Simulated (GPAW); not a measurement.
Consider Sc on a B site (antisite) in ScB2.

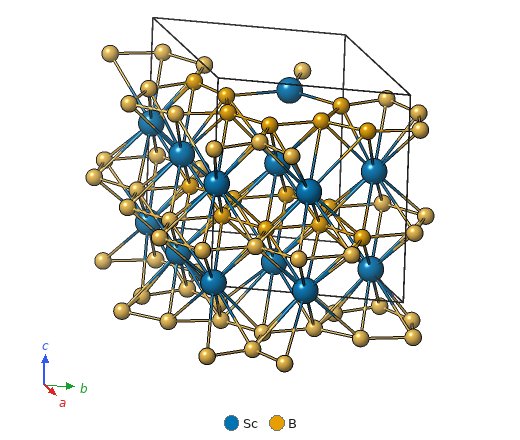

The structure (scandium blue, boron orange). Some periodic images of atoms are drawn too.

```xyz
24
Lattice="3.1500 -5.4560 0.0000 -3.1500 -5.4560 0.0000 0.0000 0.0000 -7.0400" Properties=species:S:1:pos:R:3 pbc="T T T"
Sc    3.0807   -5.4976   -0.0847
Sc   -1.5703   -8.1864   -0.1048
Sc    3.0849   -5.4917   -3.4479
Sc    1.5762   -8.0979   -0.0910
Sc   -1.5764   -8.1799   -3.4262
Sc    0.0749   -5.4996   -0.0923
Sc    1.5739   -8.1045   -3.4440
Sc    0.0715   -5.4971   -3.4401
Sc   -1.5538   -4.5419   -5.3031
B     0.0416   -7.2507   -5.2880
B    -1.5740   -4.5457   -1.7621
B    -0.0496   -1.7921   -5.2866
B    -0.0196   -7.2865   -1.7662
B     1.5718   -4.6016   -5.2840
B     0.0216   -1.8288   -1.7649
B     1.5774   -4.5222   -1.7660
B    -0.2886   -8.9328   -5.2723
B    -1.5805   -6.7043   -5.2933
B     0.0035   -9.0942   -1.7640
B     1.5713   -6.3671   -5.2841
B    -1.5745   -6.3617   -1.7649
B     0.3112   -3.4562   -5.2869
B     1.5782   -6.3643   -1.7664
B    -0.0011   -3.6374   -1.7650
```

Absorber: atom 9, with 3 B at 2.16 Å (trigonal planar; the defect atom itself). Method: GPAW, LDA, excited-electron core hole (neutral cell), 24-atom cell with 6.3 Å between holes, 4×4×3 k points, dipole transitions, Gaussian full width 0.9 eV up to 4 eV, rising linearly to 3.5 eV at 25 eV.

**Question.** Predict the near-edge structure at the Sc K edge.

Main maxima up to 27 eV above the zero (height): 0.5 eV (1.81), 1.6 eV (1.80), 3.4 eV (1.16), 5.8 eV (0.91), 9.4 eV (0.66) and 21.6 eV (1.70). A K edge sees empty p states, which here mix into the lowest empty bands, so that weight starts at the zero. The total-energy difference is 4492.21 eV. One term is added: -21.68 eV, since the hole is spin-paired here and a spin-polarised one costs that much less in the free atom (computed apart). The photon energy is then 4470.53 eV. The tabulated edge of the element is 4492 eV. The functional leaves an error in such absolute values: in the free atom LDA prices this hole 12.5 eV below PBE (computed apart), and PBE is itself good to a few eV.

The Sc K spectrum (energy from the lowest empty level; intensity scaled to a mean of 1 over the first 20 eV):

```csv
E (eV),isotropic,ε ∥ x,ε ∥ z
-2.0,0.00,0.00,0.00
-0.5,0.23,0.30,0.08
1.0,1.48,1.34,1.77
2.5,1.03,0.82,1.45
4.0,0.97,0.96,1.00
5.5,0.87,1.03,0.53
7.0,0.54,0.42,0.77
8.5,0.57,0.26,1.18
10.0,0.61,0.43,0.98
11.5,0.61,0.70,0.44
13.0,0.69,0.75,0.54
14.5,0.91,0.87,0.98
16.0,1.12,1.09,1.17
17.5,1.43,1.19,1.93
19.0,1.60,1.20,2.44
20.5,1.65,1.72,1.54
22.0,1.69,1.91,1.26
23.5,1.60,1.73,1.34
25.0,1.51,1.66,1.18
26.5,1.33,1.52,0.94
```

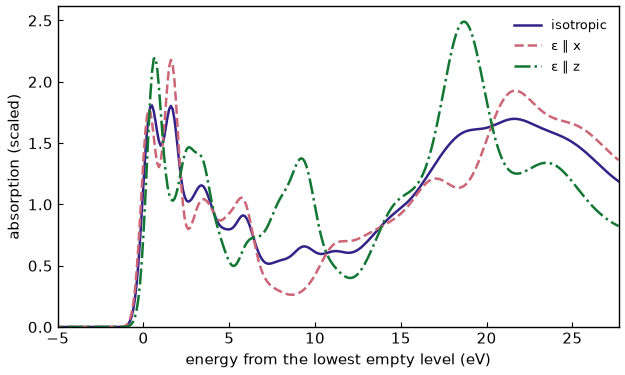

The Sc K edge.

Quadrupole 1s→3d transitions, which feed the pre-edge, are not in the dipole spectrum. The first peak sits at the Fermi energy, where the partly filled level is cut, so its height is uncertain. In so small a cell the defects form an ordered array, and no site is far from one. The holes are only 6.3 Å apart, so the shape is probably not converged with cell size; no larger cell was run here. The mesh is coarse (0.30 Å⁻¹ between points), so small maxima may be mesh ripples. Lifetime broadening is put in by hand, and intensities beyond about 20 eV depend on it and on the partial waves.

[Banner, clock and machine lines of the logs are left out without a mark of their own.]

[Logs are printed without paths, hosts, clocks, repeated set-up lines and the standing remarks that a program may print on its own settings, such as how far it seeks lower states.]

[Hosts, paths, dates, database ids (printed as entryN), source tags and the programs' standing remarks are cut or masked in the printed files.]

[Lists of maxima count a maximum above −3 eV only where it reaches 4 % of the highest in the window and stands out from its surroundings by 2 % of it (1.5 % where it reaches 55 %); shoulders and weaker maxima are passed over, and of the rest the first, up to two pre-edge ones and the few strongest are named.]
